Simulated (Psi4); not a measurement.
Geometry relaxation of C$_{2}$Si (charge +1) (part 2 of 3)

C$_{2}$Si (Silicon dicarbide), charge +1, multiplicity 2; r2SCAN/6-31G, UKS, dispersion D4 (Psi4 1.11). The starting geometry was optimised with r2SCAN/6-31G.

Geometry of the input (Å):
```
C  1.1945  1.3968  0.7838
C  0.6468  0.2831  0.3764
Si -0.0777  -1.1927  -0.1628
```

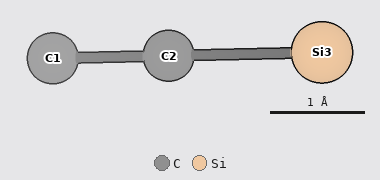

Figure 1. The input geometry (ball-and-stick view, seen at a tilt; atoms are numbered from 1 in the order of the input).

What the program printed, continued
```
    Geometry (in Angstrom), charge = 1, multiplicity = 2:

       Center              X                  Y                   Z               Mass
    ------------   -----------------  -----------------  -----------------  -----------------
         C            0.997883142272     1.653698493559     0.000000000000    12.000000000000
         C            0.349890388249     0.580610559944    -0.000000000000    12.000000000000
         SI          -0.578093606752    -0.958350754105    -0.000000000000    27.976926534650

  Running in c1 symmetry.

  Rotational constants: A = 9108735.33473  B =      0.19757  C =      0.19757 [cm^-1]
  Rotational constants: A = 273073015527.05054  B =   5922.99235  C =   5922.99223 [MHz]
  Nuclear repulsion =   54.502783318938214

  Charge       = 1
  Multiplicity = 2
  Electrons    = 25
  Nalpha       = 13
  Nbeta        = 12

  ==> Algorithm <==

  SCF Algorithm Type is DF.
  DIIS enabled.
  MOM disabled.
  Fractional occupation disabled.
  Guess Type is READ.
  Energy threshold   = 1.00e-08
  Density threshold  = 1.00e-08
  Integral threshold = 1.00e-12

   => Molecular Quadrature <=

    Radial Scheme          =       TREUTLER
    Pruning Scheme         =           NONE
    Nuclear Scheme         =       TREUTLER

    Blocking Scheme        =         OCTREE
    BS radius alpha        =              1
    Pruning alpha          =              1
    Radial Points          =             75
    Spherical Points       =            302
    Total Points           =          64662
    Total Blocks           =            552
    Max Points             =            256
    Max Functions          =             30
    Weights Tolerance      =       1.00E-15

   => Loading Basis Set <=

    Name: 6-31G
    Role: ORBITAL
    Keyword: BASIS

  Reading orbitals from file s2/input.default.1488860.180.npy, no projection.

   => Auxiliary Basis Set <=

  Basis Set: (6-31G AUX)
    Blend: CC-PVDZ-JKFIT
    Number of shells: 84
    Number of basis functions: 292
    Number of Cartesian functions: 292
    Spherical Harmonics?: false
    Max angular momentum: 3

  Cached 100.0% of DFT collocation blocks in 0.128 [GiB].

  Minimum eigenvalue in the overlap matrix is 3.4600149067E-03.
  Reciprocal condition number of the overlap matrix is 9.0997410031E-04.
    Using symmetric orthogonalization.

  ==> Pre-Iterations <==

  SCF Guess: Orbitals guess was supplied from a previous computation.

   -------------------------------------------------------
    Irrep   Nso     Nmo     Nalpha   Nbeta   Ndocc  Nsocc
   -------------------------------------------------------
     A         31      31      13      12      12       1
   -------------------------------------------------------
    Total      31      31      13      12      12       1
   -------------------------------------------------------

  ==> Iterations <==

                           Total Energy        Delta E     RMS |[F,P]|

   @DF-UKS iter   0:  -365.08864904832154   -3.65089e+02   6.33252e-03
   @DF-UKS iter   1:  -365.04298782067758    4.56612e-02   1.12555e-03 ADIIS/DIIS
   @DF-UKS iter   2:  -365.03644585248168    6.54197e-03   2.91077e-03 ADIIS/DIIS
   @DF-UKS iter   3:  -365.04366888148007   -7.22303e-03   9.56392e-04 ADIIS/DIIS
   @DF-UKS iter   4:  -365.04414824418262   -4.79363e-04   5.79491e-05 DIIS
   @DF-UKS iter   5:  -365.04415063171035   -2.38753e-06   1.63932e-05 DIIS
   @DF-UKS iter   6:  -365.04415094758457   -3.15874e-07   4.26951e-06 DIIS
   @DF-UKS iter   7:  -365.04415099121599   -4.36314e-08   1.56585e-06 DIIS
   @DF-UKS iter   8:  -365.04415100467344   -1.34575e-08   6.48516e-07 DIIS
   @DF-UKS iter   9:  -365.04415100731649   -2.64305e-09   1.62235e-07 DIIS
   @DF-UKS iter  10:  -365.04415100735127   -3.47882e-11   3.17280e-08 DIIS
   @DF-UKS iter  11:  -365.04415100735338   -2.10321e-12   1.73704e-08 DIIS
   @DF-UKS iter  12:  -365.04415100735451   -1.13687e-12   3.21619e-09 DIIS
  Energy and wave function converged.

  ==> Post-Iterations <==

   Electrons on quadrature grid:
      Nalpha   =   12.9999999120 ; deviation = -8.804e-08
      Nbeta    =   11.9999998482 ; deviation = -1.518e-07
      Ntotal   =   24.9999997601 ; deviation = -2.399e-07

   @Spin Contamination Metric:   1.072450108E-01
   @S^2 Expected:                7.500000000E-01
   @S^2 Observed:                8.572450108E-01
   @S   Expected:                5.000000000E-01
   @S   Observed:                5.000000000E-01

    Final Occupation by Irrep:
              A
    DOCC [    12 ]
    SOCC [     1 ]
    NA   [    13 ]
    NB   [    12 ]

  @DF-UKS Final Energy:  -365.04415100735451

   => Energetics <=

    Nuclear Repulsion Energy =             54.5027833189382136
    One-Electron Energy =                -603.3420982174473011
    Two-Electron Energy =                 214.9903777156955869
    DFT Exchange-Correlation Energy =     -31.1947912228368942
    Empirical Dispersion Energy =          -0.0004226017040712
    VV10 Nonlocal Energy =                  0.0000000000000000
    Total Energy =                       -365.0441510073545146

  UHF NO Occupations:
  HONO-2 :   11  A 1.9732862
  HONO-1 :   12  A 1.9732862
  HONO-0 :   13  A 1.0000000
  LUNO+0 :   14  A 0.0267138
  LUNO+1 :   15  A 0.0267138
  LUNO+2 :   16  A 0.0006643
  LUNO+3 :   17  A 0.0002009

Computation Completed

Properties will be evaluated at   0.000000,   0.000000,   0.000000 [a0]

Properties computed using the SCF density matrix

 Multipole Moments:

 ------------------------------------------------------------------------------------
     Multipole            Electronic (a.u.)      Nuclear  (a.u.)        Total (a.u.)
 ------------------------------------------------------------------------------------

 L = 1.  Multiply by 2.5417464519 to convert [e a0] to [Debye]
 Dipole X            :         -0.1769770           -0.0126032           -0.1895802
 Dipole Y            :         -0.2939695           -0.0208933           -0.3148627
 Dipole Z            :          0.0000000           -0.0000000            0.0000000
 Magnitude           :                                                    0.3675312

 ------------------------------------------------------------------------------------

	total time  =          4 seconds =       0.07 minutes

         ------------------------------------------------------------
                                   SCF GRAD
         ------------------------------------------------------------

  ==> Geometry <==

    Molecular point group: c1
    Full point group: Cs

    Geometry (in Angstrom), charge = 1, multiplicity = 2:

       Center              X                  Y                   Z               Mass
    ------------   -----------------  -----------------  -----------------  -----------------
         C            0.997883142272     1.653698493559     0.000000000000    12.000000000000
         C            0.349890388249     0.580610559944    -0.000000000000    12.000000000000
         SI          -0.578093606752    -0.958350754105    -0.000000000000    27.976926534650

  Nuclear repulsion =   54.502783318938214

   => Molecular Quadrature <=

    Radial Scheme          =       TREUTLER
    Pruning Scheme         =           NONE
    Nuclear Scheme         =       TREUTLER

    Blocking Scheme        =         OCTREE
    BS radius alpha        =              1
    Pruning alpha          =              1
    Radial Points          =             75
    Spherical Points       =            302
    Total Points           =          64662
    Total Blocks           =            552
    Max Points             =            256
    Max Functions          =             30
    Weights Tolerance      =       1.00E-15

  -Total Gradient:
     Atom            X                  Y                   Z
    ------   -----------------  -----------------  -----------------
       1       -0.001066880453    -0.001780326165     0.000000000000
       2       -0.002600686443    -0.004291318594     0.000000000000
       3        0.003693460087     0.006115859486    -0.000000000000

	total time  =          0 seconds =       0.00 minutes

    			-----------------------------------------

    			 OPTKING 3.0: for geometry optimizations

    			        with contributions from

    			-----------------------------------------

	                            ===> Fragment 1 <==

	 Z (Atomic Numbers)          Masses                          Geom
	       6.000000            12.000000          1.88572584  3.12503725  0.00000000
	       6.000000            12.000000          0.66119701  1.09719494 -0.00000000
	      14.000000            27.976927         -1.09243859 -1.81102046 -0.00000000

	 - Coordinate -           - BOHR/RAD -       - ANG/DEG -
	 R(1,2)           =         2.368885           1.253560
	 R(2,3)           =         3.396020           1.797097
	 L(1,2,3)         =         3.140959         179.963697
	 l(1,2,3)         =         3.141593         180.000000

	        --- Internal Coordinate Step in ANG or DEG, aJ/ANG or AJ/DEG ---
	-------------------------------------------------------------------------------
	           Coordinate      Previous         Force          Change          New
	           ----------      --------        ------          ------        ------
	               R(1,2)       1.25356        0.01724        0.00131       1.25487
	               R(2,3)       1.79710        0.05872        0.01286       1.80995
	             L(1,2,3)     179.96370        0.00000        0.00419     179.96789
	             l(1,2,3)     180.00000        0.00000        0.00000     180.00000
	-------------------------------------------------------------------------------

	                                 ==> Convergence Check <==

	Measures of convergence in internal coordinates in au.

	Criteria marked as inactive (o), active & met (*), and active & unmet ( ).

	----------------------------------------------------------------------------------------------
	   Step    Total Energy     Delta E     Max Force     RMS Force      Max Disp      RMS Disp
	----------------------------------------------------------------------------------------------
	  Convergence Criteria     1.00e-06 *    3.00e-04 *             o    1.20e-03 *             o
	----------------------------------------------------------------------------------------------
	     2    -365.04415101   -6.43e-03      7.13e-03      3.71e-03 o    2.43e-02      1.22e-02 o  ~
	----------------------------------------------------------------------------------------------

Next Geometry in Ang
	Fragment 1 (Ang)

	    C   1.0005294931   1.6581251998   0.0000000000
	    C   0.3519090372   0.5838893189  -0.0000000000
	   Si  -0.5827586065  -0.9660562193   0.0000000000

    Structure for next step:
    Molecular point group: c1
    Full point group: Cs

    Geometry (in Angstrom), charge = 1, multiplicity = 2:

    C            1.001963443985     1.660493744018     0.000000000000
    C            0.353342988021     0.586257863150    -0.000000000000
    SI          -0.581324655656    -0.963687675007     0.000000000000

gradient() will perform analytic gradient computation.

  ==> Geometry <==

    Molecular point group: c1
    Full point group: Cs

    Geometry (in Angstrom), charge = 1, multiplicity = 2:

       Center              X                  Y                   Z               Mass
    ------------   -----------------  -----------------  -----------------  -----------------
         C            1.001963443985     1.660493744018     0.000000000000    12.000000000000
         C            0.353342988021     0.586257863150    -0.000000000000    12.000000000000
         SI          -0.581324655656    -0.963687675007     0.000000000000    27.976926534650

  Running in c1 symmetry.

  Rotational constants: A = 11570561.02115  B =      0.19558  C =      0.19558 [cm^-1]
  Rotational constants: A = 346876692896.92426  B =   5863.33390  C =   5863.33380 [MHz]
  Nuclear repulsion =   54.243895461401650

  Charge       = 1
  Multiplicity = 2
  Electrons    = 25
  Nalpha       = 13
  Nbeta        = 12

   => Molecular Quadrature <=

    Radial Scheme          =       TREUTLER
    Pruning Scheme         =           NONE
    Nuclear Scheme         =       TREUTLER

    Blocking Scheme        =         OCTREE
    BS radius alpha        =              1
    Pruning alpha          =              1
    Radial Points          =             75
    Spherical Points       =            302
    Total Points           =          64662
    Total Blocks           =            554
    Max Points             =            255
    Max Functions          =             30
    Weights Tolerance      =       1.00E-15

   => Auxiliary Basis Set <=

  Basis Set: (6-31G AUX)
    Blend: CC-PVDZ-JKFIT
    Number of shells: 84
    Number of basis functions: 292
    Number of Cartesian functions: 292
    Spherical Harmonics?: false
    Max angular momentum: 3

  Cached 100.0% of DFT collocation blocks in 0.128 [GiB].

  Minimum eigenvalue in the overlap matrix is 3.5239702526E-03.
  Reciprocal condition number of the overlap matrix is 9.2956260222E-04.
    Using symmetric orthogonalization.

  ==> Iterations <==

                           Total Energy        Delta E     RMS |[F,P]|

   @DF-UKS iter   0:  -365.03801462476690   -3.65038e+02   8.23654e-04
   @DF-UKS iter   1:  -365.04421377616819   -6.19915e-03   1.52974e-04 ADIIS/DIIS
   @DF-UKS iter   2:  -365.04401800547635    1.95771e-04   5.07614e-04 ADIIS/DIIS
   @DF-UKS iter   3:  -365.04423241644429   -2.14411e-04   8.72950e-05 DIIS
   @DF-UKS iter   4:  -365.04423660865376   -4.19221e-06   1.06148e-05 DIIS
   @DF-UKS iter   5:  -365.04423672561467   -1.16961e-07   2.09074e-06 DIIS
   @DF-UKS iter   6:  -365.04423674035098   -1.47363e-08   1.08105e-06 DIIS
   @DF-UKS iter   7:  -365.04423674873800   -8.38702e-09   6.08290e-07 DIIS
   @DF-UKS iter   8:  -365.04423674922907   -4.91070e-10   5.52690e-08 DIIS
   @DF-UKS iter   9:  -365.04423674923606   -6.99174e-12   2.35184e-08 DIIS
   @DF-UKS iter  10:  -365.04423674923657   -5.11591e-13   8.30023e-09 DIIS
  Energy and wave function converged.

  ==> Post-Iterations <==

   Electrons on quadrature grid:
      Nalpha   =   12.9999998950 ; deviation = -1.050e-07
      Nbeta    =   11.9999998321 ; deviation = -1.679e-07
      Ntotal   =   24.9999997272 ; deviation = -2.728e-07

   @Spin Contamination Metric:   1.093294989E-01
   @S^2 Expected:                7.500000000E-01
   @S^2 Observed:                8.593294989E-01
   @S   Expected:                5.000000000E-01
   @S   Observed:                5.000000000E-01

    Final Occupation by Irrep:
              A
    DOCC [    12 ]
    SOCC [     1 ]
    NA   [    13 ]
    NB   [    12 ]

  @DF-UKS Final Energy:  -365.04423674923657

   => Energetics <=

    Nuclear Repulsion Energy =             54.2438954614016495
    One-Electron Energy =                -602.8352259669420619
    Two-Electron Energy =                 214.7370482233505982
    DFT Exchange-Correlation Energy =     -31.1895321454294070
    Empirical Dispersion Energy =          -0.0004223216173248
    VV10 Nonlocal Energy =                  0.0000000000000000
    Total Energy =                       -365.0442367492365747

  UHF NO Occupations:
  HONO-2 :   11  A 1.9727547
  HONO-1 :   12  A 1.9727547
  HONO-0 :   13  A 1.0000000
  LUNO+0 :   14  A 0.0272453
  LUNO+1 :   15  A 0.0272453
  LUNO+2 :   16  A 0.0006710
  LUNO+3 :   17  A 0.0002018

Computation Completed

Properties will be evaluated at   0.000000,   0.000000,   0.000000 [a0]

Properties computed using the SCF density matrix

 Multipole Moments:

 ------------------------------------------------------------------------------------
     Multipole            Electronic (a.u.)      Nuclear  (a.u.)        Total (a.u.)
 ------------------------------------------------------------------------------------

 L = 1.  Multiply by 2.5417464519 to convert [e a0] to [Debye]
 Dipole X            :         -0.1927659           -0.0126736           -0.2054395
 Dipole Y            :         -0.3200724           -0.0210096           -0.3410820
 Dipole Z            :          0.0000000            0.0000000            0.0000000
 Magnitude           :                                                    0.3981737
```
